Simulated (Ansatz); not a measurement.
## Run report: WH2BrOF5, geometry relaxation (part 3 of 3)

The same run, continued: WH2BrOF5; RKS PBE/def2-SVP (Ansatz 0.2.0). It belongs to a series of runs on one base structure; here: end point B relaxed.

Geometry of the input (Å):
```
W  0.3803  0.3407  -0.3355
O  -0.1824  -0.3567  2.6814
H  -1.1427  -0.3354  2.8637
F  1.8863  0.1098  -1.4172
F  0.1023  1.8919  -1.3451
F  -1.2529  0.7248  0.4836
F  0.7791  -1.3261  0.3765
F  -0.6087  -0.5861  -1.6299
Br 1.7780  1.7015  1.2927
H  0.1449  0.4643  3.1287
```

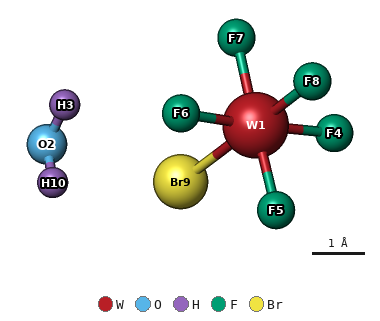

Figure 1. The geometry at step 35 of the log (ball-and-stick view, seen at a tilt; atoms are numbered from 1 in the order of the input).

Trajectory as extended XYZ, continued
```
10
Properties=species:S:1:pos:R:3:forces:R:3 step=26 energy=-87498.99144
W     0.4908    0.3155   -0.5403   -0.0188   0.0332  -0.0080
O    -0.2206   -0.1019    3.3309   -0.1520   0.0858  -0.0522
H    -0.9683   -0.4337    2.7920    0.1306   0.0843   0.1016
F     1.8746    0.2648   -1.7908   -0.0065  -0.0011   0.0063
F    -0.0181    2.0057   -1.1550    0.0005  -0.0446   0.0141
F    -0.9892    0.3130    0.6150    0.0126  -0.0042  -0.0235
F     0.9141   -1.4145    0.0140    0.0051   0.0126  -0.0070
F    -0.6280   -0.4367   -1.8490    0.0114   0.0161   0.0206
Br    1.9277    1.2994    1.1610   -0.0054  -0.0229  -0.0047
H    -0.4988    0.8174    3.5211    0.0225  -0.1592  -0.0472
10
Properties=species:S:1:pos:R:3:forces:R:3 step=27 energy=-87498.99194
W     0.4914    0.3083   -0.5447   -0.0044   0.0006  -0.0008
O    -0.2134   -0.0512    3.3481   -0.2831   0.1489  -0.0986
H    -0.9323   -0.4375    2.8014    0.2092   0.1499   0.1698
F     1.8716    0.2876   -1.8012   -0.0211   0.0076   0.0139
F    -0.0308    2.0085   -1.1216    0.0332  -0.0616   0.0482
F    -0.9858    0.2709    0.6154    0.0265   0.0004  -0.0232
F     0.9249   -1.4318   -0.0250   -0.0216   0.0266  -0.0367
F    -0.6281   -0.4222   -1.8656    0.0190   0.0055   0.0275
Br    1.9337    1.2383    1.1814   -0.0299   0.0079  -0.0293
H    -0.5470    0.8580    3.5106    0.0722  -0.2858  -0.0708
10
Properties=species:S:1:pos:R:3:forces:R:3 step=28 energy=-87498.99337
W     0.4942    0.2974   -0.5445   -0.0079   0.0465  -0.0200
O    -0.2082   -0.0155    3.3603   -0.2662   0.1186  -0.1028
H    -0.8941   -0.4487    2.8075    0.1790   0.1482   0.1595
F     1.8695    0.2912   -1.8062   -0.0102  -0.0018   0.0154
F    -0.0204    2.0099   -1.0892   -0.0110  -0.0610  -0.0071
F    -0.9796    0.2484    0.6194    0.0138  -0.0195  -0.0070
F     0.9194   -1.4543   -0.0575    0.0139   0.0520   0.0115
F    -0.6333   -0.4074   -1.8723    0.0034   0.0277   0.0112
Br    1.9297    1.2310    1.1832    0.0021  -0.0569  -0.0025
H    -0.5930    0.8768    3.4981    0.0832  -0.2537  -0.0584
10
Properties=species:S:1:pos:R:3:forces:R:3 step=29 energy=-87498.99640
W     0.4941    0.2980   -0.5443    0.0205   0.0301  -0.0167
O    -0.2093    0.0122    3.3692   -0.1400   0.0539  -0.0614
H    -0.8631   -0.4622    2.8161    0.0881   0.0832   0.0872
F     1.8639    0.3009   -1.8111    0.0030   0.0015  -0.0113
F    -0.0260    2.0103   -1.0793    0.0049  -0.0058   0.0165
F    -0.9737    0.2400    0.6254   -0.0125  -0.0145   0.0178
F     0.9259   -1.4537   -0.0678   -0.0035  -0.0198  -0.0037
F    -0.6390   -0.3997   -1.8702   -0.0015  -0.0042  -0.0023
Br    1.9441    1.1944    1.1889   -0.0069  -0.0002   0.0011
H    -0.6327    0.8885    3.4718    0.0478  -0.1242  -0.0272
10
Properties=species:S:1:pos:R:3:forces:R:3 step=30 energy=-87498.99848
W     0.4981    0.2912   -0.5447    0.0141   0.0145  -0.0005
O    -0.2155    0.0455    3.3750   -0.1083   0.0447  -0.0385
H    -0.8579   -0.4662    2.8438    0.0671   0.0613   0.0558
F     1.8577    0.3205   -1.8224    0.0040   0.0032  -0.0065
F    -0.0324    2.0101   -1.0461    0.0038   0.0081   0.0175
F    -0.9603    0.2059    0.6356   -0.0109  -0.0107   0.0026
F     0.9399   -1.4666   -0.1011   -0.0015  -0.0253  -0.0069
F    -0.6429   -0.3878   -1.8736   -0.0037  -0.0068  -0.0036
Br    1.9547    1.1604    1.1965   -0.0059   0.0035  -0.0050
H    -0.6573    0.9159    3.4359    0.0412  -0.0925  -0.0149
10
Properties=species:S:1:pos:R:3:forces:R:3 step=31 energy=-87498.98938 accepted=F
W     0.5090    0.2572   -0.5468    0.0063  -0.0434  -0.0772
O    -0.2518    0.1781    3.4375   -0.7045   0.4754  -0.4058
H    -0.8056   -0.4543    2.9188    0.2719   0.3752   0.2729
F     1.8381    0.4045   -1.8564   -0.1234  -0.0075   0.1315
F    -0.0611    2.0062   -0.9019    0.0596  -0.1880   0.0598
F    -0.9222    0.0520    0.6618    0.1172   0.0165  -0.0911
F     0.9904   -1.5279   -0.2456   -0.0561   0.2008  -0.0364
F    -0.6534   -0.3387   -1.9006    0.0477   0.0289   0.0729
Br    1.9932    1.0210    1.2230   -0.0600  -0.0263  -0.0345
H    -0.7524    1.0308    3.3090    0.4414  -0.8316   0.1079
10
Properties=species:S:1:pos:R:3:forces:R:3 step=32 energy=-87499.00141
W     0.5030    0.2784   -0.5442   -0.0616  -0.0677  -0.0147
O    -0.2291    0.1017    3.3960    0.0885  -0.0165   0.0319
H    -0.8219   -0.4595    2.8631   -0.0429  -0.0055  -0.0236
F     1.8507    0.3511   -1.8331   -0.0077   0.0029   0.0036
F    -0.0425    2.0106   -0.9828    0.0061  -0.0296   0.0048
F    -0.9507    0.1461    0.6413    0.0378   0.0012  -0.0051
F     0.9515   -1.4931   -0.1530    0.0023   0.0604  -0.0118
F    -0.6451   -0.3708   -1.8833    0.0168   0.0246   0.0028
Br    1.9652    1.1077    1.2077    0.0069  -0.0075   0.0260
H    -0.6969    0.9566    3.3870   -0.0462   0.0376  -0.0137
10
Properties=species:S:1:pos:R:3:forces:R:3 step=33 energy=-87499.00340
W     0.5080    0.2594   -0.5441   -0.0556  -0.0422   0.0118
O    -0.2257    0.1899    3.3889   -0.2293   0.0425  -0.0811
H    -0.7828   -0.4519    2.8990    0.1161   0.1938   0.1105
F     1.8389    0.3918   -1.8482   -0.0275   0.0072   0.0496
F    -0.0564    2.0061   -0.9040    0.0336  -0.0940   0.0152
F    -0.9307    0.0680    0.6548    0.0530  -0.0009  -0.0578
F     0.9737   -1.5239   -0.2241   -0.0118   0.1051  -0.0273
F    -0.6499   -0.3437   -1.8974    0.0153   0.0249   0.0282
Br    1.9746    1.0259    1.2343   -0.0042  -0.0126  -0.0336
H    -0.7657    1.0074    3.3396    0.1104  -0.2238  -0.0153
10
Properties=species:S:1:pos:R:3:forces:R:3 step=34 energy=-87499.00410
W     0.5077    0.2507   -0.5445   -0.0229  -0.0308  -0.0505
O    -0.2502    0.2081    3.4335   -0.2732   0.1249  -0.2032
H    -0.7646   -0.4390    2.9043    0.1114   0.1884   0.1428
F     1.8358    0.4112   -1.8479   -0.0345  -0.0007   0.0307
F    -0.0637    2.0000   -0.8742    0.0179  -0.0644   0.0116
F    -0.9253    0.0334    0.6555    0.0396   0.0013  -0.0034
F     0.9835   -1.5338   -0.2557   -0.0117   0.0708  -0.0170
F    -0.6521   -0.3316   -1.9047    0.0204   0.0183   0.0245
Br    1.9857    0.9993    1.2303   -0.0081  -0.0093   0.0240
H    -0.7726    1.0307    3.3022    0.1611  -0.2984   0.0405
10
Properties=species:S:1:pos:R:3:forces:R:3 step=35 energy=-87499.00686
W     0.5085    0.2469   -0.5448   -0.0087  -0.0173  -0.0089
O    -0.2412    0.2238    3.4173   -0.1922   0.0808  -0.1085
H    -0.7680   -0.4314    2.9152    0.0774   0.0992   0.0758
F     1.8342    0.4198   -1.8481   -0.0105   0.0044   0.0179
F    -0.0666    1.9962   -0.8623    0.0116  -0.0304   0.0072
F    -0.9205    0.0185    0.6570    0.0075  -0.0073  -0.0049
F     0.9896   -1.5375   -0.2705   -0.0049   0.0356  -0.0151
F    -0.6529   -0.3271   -1.9064    0.0046   0.0068   0.0121
Br    1.9784    0.9836    1.2421    0.0051  -0.0041  -0.0032
H    -0.7773    1.0361    3.2992    0.1101  -0.1677   0.0275
10
Properties=species:S:1:pos:R:3:forces:R:3 step=36 energy=-87499.00880
W     0.5098    0.2353   -0.5433    0.0161  -0.0054   0.0070
O    -0.2413    0.2587    3.4072   -0.1008   0.0327  -0.0332
H    -0.7691   -0.4082    2.9266    0.0404   0.0014   0.0175
F     1.8305    0.4445   -1.8462   -0.0129  -0.0004  -0.0050
F    -0.0757    1.9871   -0.8235    0.0002  -0.0120   0.0043
F    -0.9127   -0.0272    0.6592    0.0140  -0.0034   0.0006
F     1.0041   -1.5507   -0.3106   -0.0029   0.0207  -0.0042
F    -0.6547   -0.3160   -1.9112    0.0029   0.0036  -0.0019
Br    1.9874    0.9488    1.2472   -0.0102  -0.0123  -0.0060
H    -0.7942    1.0565    3.2935    0.0531  -0.0249   0.0209
10
Properties=species:S:1:pos:R:3:forces:R:3 step=37 energy=-87499.00997
W     0.5190    0.2141   -0.5483    0.0153  -0.0242   0.0183
O    -0.2608    0.3217    3.4192   -0.0155   0.0199   0.0088
H    -0.7738   -0.3597    2.9475    0.0044  -0.1118  -0.0389
F     1.8161    0.4938   -1.8644   -0.0393   0.0009   0.0666
F    -0.0936    1.9693   -0.7511    0.0271  -0.0634   0.0144
F    -0.8788   -0.1158    0.6696    0.0190  -0.0023  -0.0571
F     1.0431   -1.5742   -0.3970   -0.0276   0.0855  -0.0136
F    -0.6609   -0.2956   -1.9197    0.0021  -0.0018   0.0262
Br    1.9974    0.8698    1.2644    0.0050  -0.0009  -0.0474
H    -0.8234    1.1055    3.2786    0.0096   0.0981   0.0227
10
Properties=species:S:1:pos:R:3:forces:R:3 step=38 energy=-87499.01111
W     0.5180    0.2094   -0.5449    0.0162  -0.0165  -0.0117
O    -0.2633    0.3280    3.4171   -0.0654   0.0385  -0.0207
H    -0.7765   -0.3494    2.9376    0.0212  -0.0589  -0.0119
F     1.8151    0.5034   -1.8576   -0.0489  -0.0064   0.0422
F    -0.0994    1.9644   -0.7339    0.0186  -0.0637   0.0118
F    -0.8810   -0.1344    0.6676    0.0409   0.0070  -0.0359
F     1.0468   -1.5783   -0.4067   -0.0253   0.0787  -0.0055
F    -0.6598   -0.2938   -1.9206    0.0104   0.0039   0.0179
Br    2.0067    0.8623    1.2590   -0.0101  -0.0087  -0.0128
H    -0.8223    1.1171    3.2811    0.0422   0.0262   0.0265
10
Properties=species:S:1:pos:R:3:forces:R:3 step=39 energy=-87499.01210
W     0.5195    0.2008   -0.5411    0.0137  -0.0071  -0.0308
O    -0.2721    0.3443    3.4158   -0.0697   0.0231  -0.0354
H    -0.7804   -0.3289    2.9239    0.0278  -0.0196   0.0083
F     1.8080    0.5226   -1.8549   -0.0379  -0.0064   0.0247
F    -0.1085    1.9546   -0.7003    0.0089  -0.0479   0.0065
F    -0.8727   -0.1693    0.6709    0.0311   0.0070  -0.0160
F     1.0587   -1.5848   -0.4318   -0.0160   0.0540   0.0013
F    -0.6616   -0.2887   -1.9186    0.0083   0.0053   0.0108
Br    2.0146    0.8388    1.2615   -0.0060  -0.0100   0.0072
H    -0.8212    1.1395    3.2735    0.0397   0.0016   0.0234
10
Properties=species:S:1:pos:R:3:forces:R:3 step=40 energy=-87499.01316
W     0.5241    0.1845   -0.5365    0.0030   0.0004  -0.0424
O    -0.2891    0.3775    3.4122   -0.0642  -0.0063  -0.0495
H    -0.7939   -0.2857    2.9015    0.0354   0.0293   0.0330
F     1.7927    0.5623   -1.8546   -0.0366  -0.0069   0.0333
F    -0.1282    1.9343   -0.6370    0.0174  -0.0554   0.0087
F    -0.8517   -0.2385    0.6778    0.0298   0.0113  -0.0180
F     1.0867   -1.5960   -0.4839   -0.0175   0.0465  -0.0014
F    -0.6658   -0.2794   -1.9152    0.0089   0.0018   0.0123
Br    2.0289    0.7856    1.2701   -0.0045  -0.0008   0.0095
H    -0.8195    1.1844    3.2644    0.0284  -0.0198   0.0146
10
Properties=species:S:1:pos:R:3:forces:R:3 step=41 energy=-87499.01355
W     0.5279    0.1729   -0.5342   -0.0082   0.0097  -0.0254
O    -0.2971    0.3965    3.4036   -0.0504  -0.0030  -0.0318
H    -0.8107   -0.2559    2.8880    0.0282   0.0369   0.0289
F     1.7830    0.5875   -1.8538   -0.0284  -0.0077   0.0326
F    -0.1391    1.9191   -0.5950    0.0104  -0.0513  -0.0043
F    -0.8367   -0.2832    0.6811    0.0252   0.0095  -0.0232
F     1.1040   -1.6035   -0.5190   -0.0078   0.0421   0.0051
F    -0.6680   -0.2749   -1.9128    0.0035   0.0058   0.0086
Br    2.0352    0.7570    1.2756    0.0053  -0.0099   0.0041
H    -0.8144    1.2135    3.2653    0.0223  -0.0321   0.0054
10
Properties=species:S:1:pos:R:3:forces:R:3 step=42 energy=-87499.01366
W     0.5292    0.1670   -0.5334   -0.0070  -0.0048  -0.0136
O    -0.3082    0.4041    3.4076   -0.0248   0.0206  -0.0253
H    -0.8256   -0.2331    2.8781    0.0092   0.0245   0.0166
F     1.7761    0.6080   -1.8516   -0.0215  -0.0035   0.0253
F    -0.1529    1.9076   -0.5717    0.0206  -0.0343   0.0073
F    -0.8279   -0.3125    0.6811    0.0173   0.0110  -0.0152
F     1.1196   -1.6042   -0.5392   -0.0152   0.0236  -0.0101
F    -0.6684   -0.2741   -1.9124    0.0063  -0.0044   0.0047
Br    2.0414    0.7303    1.2793   -0.0022   0.0119   0.0052
H    -0.7991    1.2359    3.2610    0.0174  -0.0445   0.0050
10
Properties=species:S:1:pos:R:3:forces:R:3 step=43 energy=-87499.01382
W     0.5283    0.1673   -0.5331    0.0027  -0.0013   0.0026
O    -0.3016    0.4034    3.4009   -0.0260   0.0158  -0.0102
H    -0.8253   -0.2359    2.8805    0.0090   0.0121   0.0095
F     1.7776    0.6052   -1.8488   -0.0023   0.0019  -0.0016
F    -0.1509    1.9078   -0.5749    0.0022  -0.0012   0.0012
F    -0.8306   -0.3081    0.6796    0.0018   0.0025   0.0003
F     1.1161   -1.6039   -0.5362   -0.0023  -0.0021  -0.0036
F    -0.6674   -0.2746   -1.9132    0.0004  -0.0025  -0.0029
Br    2.0385    0.7360    1.2800   -0.0010   0.0023   0.0009
H    -0.8004    1.2318    3.2640    0.0154  -0.0274   0.0039
```
